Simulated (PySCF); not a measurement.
## Electronic structure of F2La (charge +1) in real space

```xyz
3

La    0.0000    0.0000   -0.3918
F     1.6810    0.0000    0.8007
F    -1.6810    0.0000    0.8007
```

Core potentials replace the inner electrons of La.

The calculation used PySCF 2.14.0, RKS PBE0, La def2-SVP with ECP46, F def2-SVP; non-relativistic Hamiltonian with scalar-relativistic core potentials where named; density fitting.

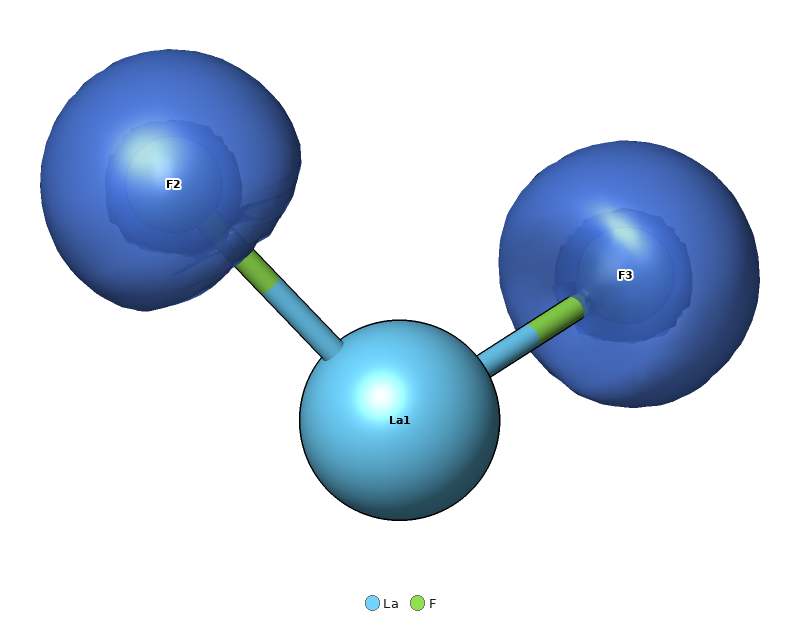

Figure 1. Isosurface of the electron localisation function at 0.75 (blue), seen at an oblique angle. Core shells and regions of very low density are left out.

Q: Describe the localisation domains.

A: The ELF exceeds this value in two regions wrapped around F (the valence shell of each).


La–F (2.06 Å): the ELF is about 0.30 at the midpoint (a closed-shell, largely ionic contact).

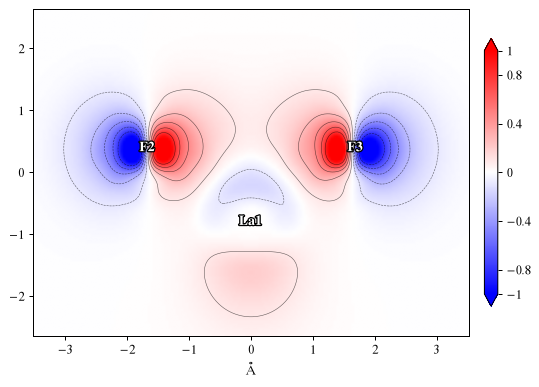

Figure 2. The HOMO−1 on the molecular plane (values in Å⁻³ᐟ²; the overall sign is arbitrary).

Q: What is the character of this orbital?

A: It lies mainly on F2 (about 45 %) and F3 (about 45 %); it is symmetric in the molecular plane (an in-plane orbital: σ, lone-pair or in-plane π type); largely a combination of lone pairs on F2 and F3. Its energy is −15.78 eV.

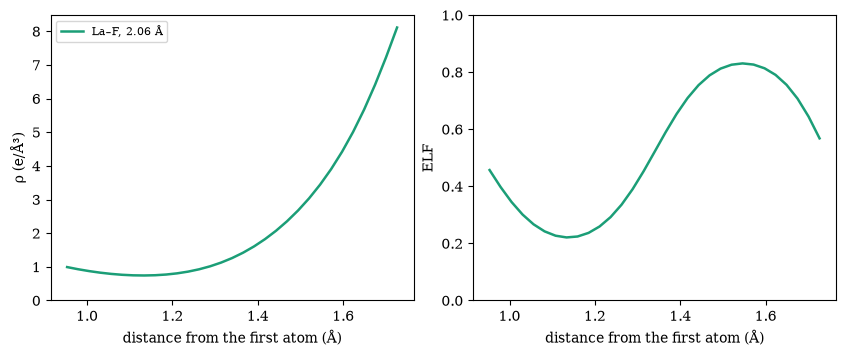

Figure 3. Electron density and electron localisation function along straight lines between neighbouring atoms. The curves leave out the atomic cores.

Q: What kind of bonding do the profiles show?

A: La–F (2.06 Å): the density is about 0.83 e/Å³ at the midpoint, with its minimum of 0.74 e/Å³ about 1.1 Å from La; the ELF is about 0.30 at the midpoint; a closed-shell, largely ionic contact.
